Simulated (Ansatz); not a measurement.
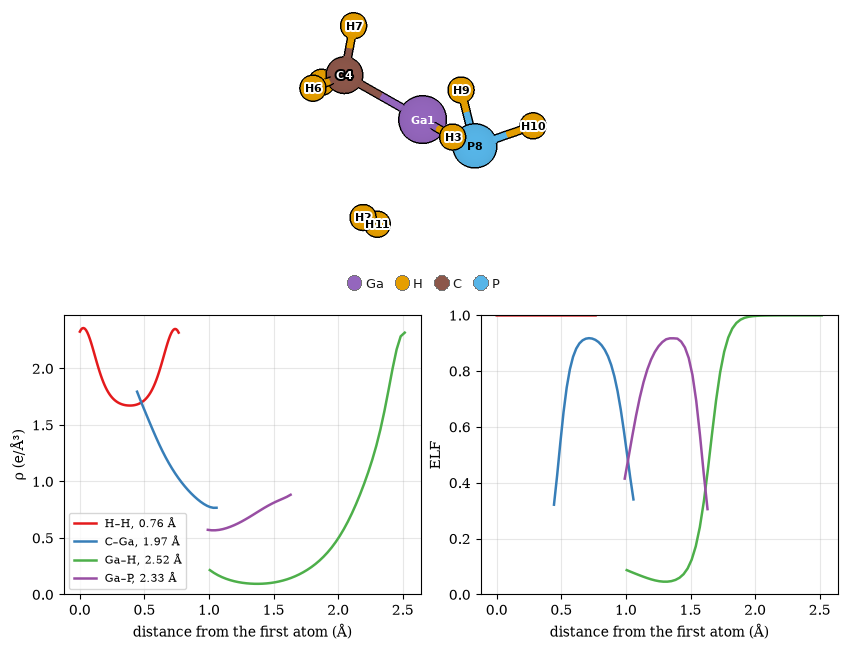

Figure 1: CH6GaP···H2. Total electron density and ELF along straight lines between neighbouring atoms. The curves leave out the atomic cores. The structure is drawn too.

Method: Ansatz 0.2.0, RKS PBE0-D4/def2-SVP.

The calculation's input:

```
crystal:
  periodic: [false, false, false]
  atoms:
    - { symbol: Ga, position_ang: [0.051594, -0.666459, -0.334689] }
    - { symbol: H, position_ang: [-0.114645, 0.294895, 2.257026] }
    - { symbol: H, position_ang: [1.343917, 0.224942, -0.470306] }
    - { symbol: C, position_ang: [-1.698124, -0.072319, -1.006483] }
    - { symbol: H, position_ang: [-2.505896, -0.76803, -0.737507] }
    - { symbol: H, position_ang: [-1.943219, 0.926937, -0.612725] }
    - { symbol: H, position_ang: [-1.667911, 0.013811, -2.105326] }
    - { symbol: P, position_ang: [0.178892, -2.65593, 0.81] }
    - { symbol: H, position_ang: [-0.538076, -3.429133, -0.154148] }
    - { symbol: H, position_ang: [1.472367, -3.057359, 0.358002] }
    - { symbol: H, position_ang: [-0.0913, -0.420554, 2.168857] }
basis:
  gaussian: { orbitals: def2-SVP }
hamiltonian:
  xc: pbe0
  dispersion: d4
relax:
  f_tol: 0.03
  max_steps: 50
output:
  orbitals: {}
```

Run with:

```sh
ansatz run input.yaml --threads 2 --pin off --max-ram 3072MiB --backend cpu --events-out ev --progress --plain --runs-dir out
```

The fields are those of the run's last geometry, not of the input's.

Compare the contacts.

Answer. H–H (0.76 Å): ρ at the midpoint is about 1.7 e/Å³; the ELF is about 1 at the midpoint.
C–Ga (1.97 Å): the density is about 0.79 e/Å³ at the midpoint; the ELF peaks at about 0.90 in the valence shell of C, 0.7 Å from its nucleus, and is about 0.60 at the midpoint.
Ga1···H11 (2.52 Å): the density falls to about 0.09 e/Å³ on the way; the ELF dips to about 0.05 between them.
Ga–P (2.33 Å): the density is about 0.6 e/Å³ at the midpoint; the ELF peaks at about 0.90 between the atoms, as expected for a shared electron pair.
